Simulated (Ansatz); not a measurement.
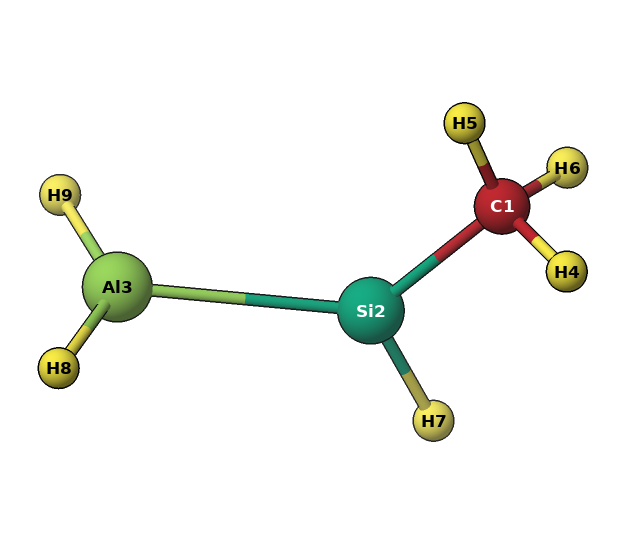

Atoms carry their numbers in the input. The species has charge +1 and is a spin singlet. The computed structure is the end point of a PBE0-D4/def2-TZVP optimisation. No frequency run is at hand to confirm it as a minimum.

List the bonds and their lengths.

| bond | length (Å) |
| --- | --- |
| C1–Si2 | 1.831 |
| C1–H4 | 1.099 |
| C1–H5 | 1.089 |
| C1–H6 | 1.099 |
| Si2–Al3 | 2.534 |
| Si2–H7 | 1.488 |
| Al3–H8 | 1.568 |
| Al3–H9 | 1.567 |
